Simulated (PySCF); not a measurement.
System: B3H6N3O2Si (SMILES O[Si]OB1NBNBN1).

The calculation's input:

```
{"job": {"kind": "nmr", "xc": "PBE0", "basis": "pcSseg-1"}, "charge": 0, "multiplicity": 1}
N      0.027661    -1.271650    -0.193227
B     -1.362654    -1.571690    -0.113916
N     -2.261326    -0.483096     0.098889
B     -1.815715     0.866266     0.234560
N     -0.414703     1.109100     0.148385
B      0.535714     0.060998    -0.070159
O      1.886810     0.323819    -0.137816
Si     3.160739     0.710090    -1.152214
O      4.383072     0.853228    -0.034602
H      0.685672    -2.025422    -0.342154
H     -1.764918    -2.707280    -0.222414
H     -3.252043    -0.675683     0.157801
H     -2.596996     1.771537     0.416800
H     -0.073203     2.056596     0.242921
H      4.147752     0.700509     0.890719
```

Command:

```sh
OMP_NUM_THREADS=1 python cluster_run.py task.json out
```

Geometry: PBE0-D3(BJ)/def2-SVP.

All numbers below come from PySCF 2.14.0, PBE0/pcSseg-1, SCF density, gas phase, non-relativistic.

Question: Predict the electron density and electron localisation function between the atoms.

Answer: B–O (1.38 Å): ρ is about 2 e/Å³ halfway; the ELF peaks at about 0.90 between the atoms: a polar covalent bond.
B–N (1.42 Å): ρ at the midpoint is about 1.9 e/Å³; the ELF peaks at about 0.95 between the atoms; a polar covalent bond.
N–H (1.01 Å): the density is about 2.9 e/Å³ at the midpoint; the ELF climbs to about 1 towards the hydrogen, as it does in any bond to H; a covalent bond by its length.
B–H (1.21 Å): the density is about 1.2 e/Å³ at the midpoint; the ELF climbs to about 1 towards the hydrogen: a covalent bond by its length.

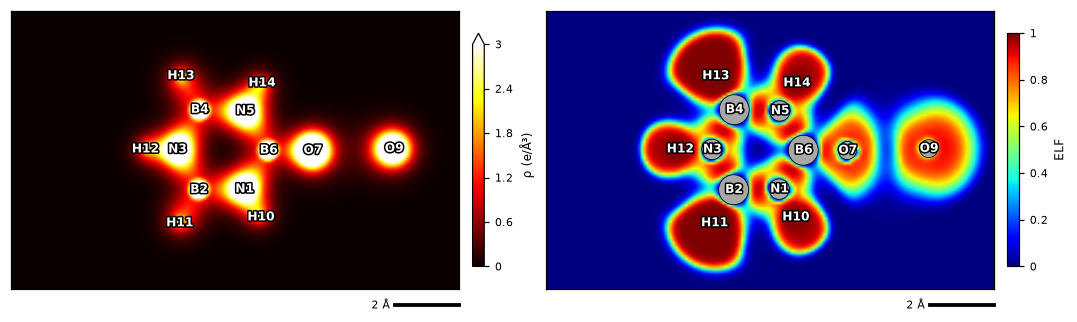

Computed electron density and electron localisation function on the plane of atoms N3, B4 and N5, in this order. Grey discs cover the atomic cores in the ELF map. 
